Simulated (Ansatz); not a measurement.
# BAs (F-43m): all-electron equation of state in Python

Wanted for BAs (F-43m): an all-electron equation of state.

All numbers are computed with Ansatz 0.2.0 through its Python package. Level of theory: DFT PBE, all-electron LAPW.

## Step 1: The system

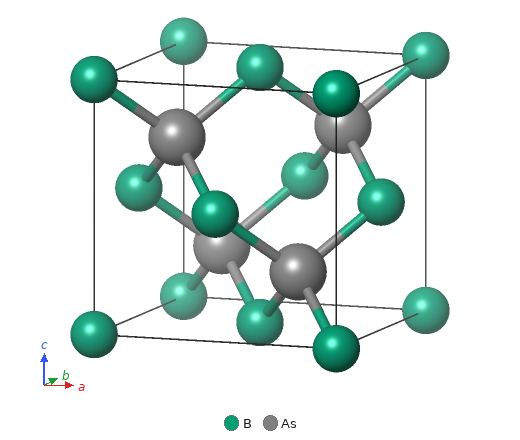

The starting structure, viewed slightly off an axis; boron teal, arsenic grey. The cell is the conventional one. Atoms on cell faces are repeated.

No structure file is read: the coordinates are typed or built in the script.

## Step 2: The script

Contents of run_eos_lapw.py:

```python
"""E(V) of BAs on LAPW."""

import ansatz as az
from ase.eos import EquationOfState
from ase.units import GPa
import numpy as np

vectors0 = np.array([
    [0.0, 2.3885, 2.3885],
    [2.3885, 0.0, 2.3885],
    [2.3885, 2.3885, 0.0],
])
sites = [
    ("B", [0.0, 0.0, 0.0]),
    ("As", [0.25, 0.25, 0.25]),
]


def on_lattice(cell):
    crystal = az.Crystal(lattice=az.Lattice.of(cell))
    for symbol, position in sites:
        crystal = crystal.atom(symbol, position)
    return crystal

volumes, energies = [], []
for scale in np.linspace(0.92, 1.08, 5):
    cell = vectors0 * scale ** (1 / 3)
    setup = (
        on_lattice(cell).calculation()
        .functional("pbe")
        .occupations("fixed")
        .kpoints(8, 8, 8)
        .pseudopotentials("all_electron", lapw=True)
    )
    rep = setup.run(threads=1).report
    volumes.append(abs(np.linalg.det(cell)) / len(sites))
    energies.append(rep["free_energy_ev"] / len(sites))
    print(f"{scale:.3f} {volumes[-1]:9.4f} A^3/atom {energies[-1]:16.5f} eV/atom  (estimated basis error {1000 * rep['lapw_basis_errors']['total_ev_per_atom']:.2f} meV/atom)")
v0, e0, bulk = EquationOfState(volumes, energies, eos="birchmurnaghan").fit()
print(f"V0 = {v0:.4f} A^3/atom, B0 = {bulk / GPa:.1f} GPa")
```

## Step 3: The calls as engine input

The package turns the script's settings into the engine's input (first run):

```yaml
crystal:
  lattice:
    - [0.0, 2.3230284114237376, 2.3230284114237376]
    - [2.3230284114237376, 0.0, 2.3230284114237376]
    - [2.3230284114237376, 2.3230284114237376, 0.0]
  atoms:
    - { symbol: B, position: [0.0, 0.0, 0.0] }
    - { symbol: As, position: [0.25, 0.25, 0.25] }
kpoints:
  mp_grid:
    grid: [8, 8, 8]
hamiltonian:
  xc: pbe
  pseudopotentials:
    kind: all_electron
    lapw: {}
scf:
  occupations:
    method: fixed
```

## Step 4: Running it

The run is started by

```console
$ python run_eos_lapw.py
```

The log of the run:

```text
0.920   12.5361 A^3/atom     -31100.01982 eV/atom  (estimated basis error 0.14 meV/atom)
0.960   13.0812 A^3/atom     -31100.06331 eV/atom  (estimated basis error 0.14 meV/atom)
1.000   13.6262 A^3/atom     -31100.08298 eV/atom  (estimated basis error 0.13 meV/atom)
1.040   14.1713 A^3/atom     -31100.08318 eV/atom  (estimated basis error 0.14 meV/atom)
1.080   14.7163 A^3/atom     -31100.06746 eV/atom  (estimated basis error 0.14 meV/atom)
V0 = 13.9007 A^3/atom, B0 = 131.4 GPa
```

Run time: 43 s. Hardware: 1 thread of Arm Neoverse V2, shared host; peak memory 0.34 GiB.

## Step 5: What changed from run to run

The engine's inputs for some of the other runs:

Run 2, against run 1:

```diff
@@ -3,3 +3,3 @@
-    - [0.0, 2.3230284114237376, 2.3230284114237376]
-    - [2.3230284114237376, 0.0, 2.3230284114237376]
-    - [2.3230284114237376, 2.3230284114237376, 0.0]
+    - [0.0, 2.3562190158153316, 2.3562190158153316]
+    - [2.3562190158153316, 0.0, 2.3562190158153316]
+    - [2.3562190158153316, 2.3562190158153316, 0.0]
```

Run 3, against run 1:

```diff
@@ -3,3 +3,3 @@
-    - [0.0, 2.3230284114237376, 2.3230284114237376]
-    - [2.3230284114237376, 0.0, 2.3230284114237376]
-    - [2.3230284114237376, 2.3230284114237376, 0.0]
+    - [0.0, 2.3885, 2.3885]
+    - [2.3885, 0.0, 2.3885]
+    - [2.3885, 2.3885, 0.0]
```

Run 4, against run 1:

```diff
@@ -3,3 +3,3 @@
-    - [0.0, 2.3230284114237376, 2.3230284114237376]
-    - [2.3230284114237376, 0.0, 2.3230284114237376]
-    - [2.3230284114237376, 2.3230284114237376, 0.0]
+    - [0.0, 2.4199312360244933, 2.4199312360244933]
+    - [2.4199312360244933, 0.0, 2.4199312360244933]
+    - [2.4199312360244933, 2.4199312360244933, 0.0]
```

## Step 6: The engine's runs

The 5 runs, in the order started:

```csv
run,volume (Å³/atom),energy from run 4 (meV/atom),gap on the mesh (eV),SCF cycles,CPU time (s)
1,12.536,63.36,1.12,7,8.5
2,13.081,19.87,1.16,7,8.4
3,13.626,0.20,1.20,7,8.2
4,14.171,0.00,1.24,7,8.2
5,14.716,15.72,1.27,7,8.3
```

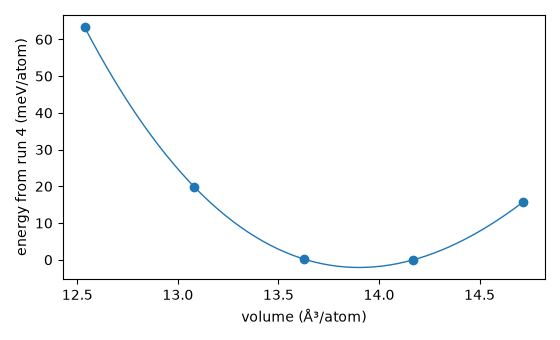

Energy against volume; the line is a third-order Birch-Murnaghan fit.

## Step 7: Summary of results

| quantity | value |
| --- | --- |
| runs compared | 5 |
| range of energy | 63.36 meV/atom |
| lowest point, volume (Å³/atom) | 14.171 |
| equilibrium volume (fit) | 13.90 Å³/atom |
| bulk modulus (fit) | 131 GPa |

In words: A third-order Birch-Murnaghan fit through the 5 points has its minimum at 13.90 Å³ an atom, 2.0 % above the typed cell, with a bulk modulus of 131 GPa and dB/dP = 4.1. From that minimum the energy rises by 65.5 meV an atom on the compressed side and 17.8 meV on the expanded side. All-electron totals depend on functional, relativistic treatment and basis; only differences at equal settings carry meaning.
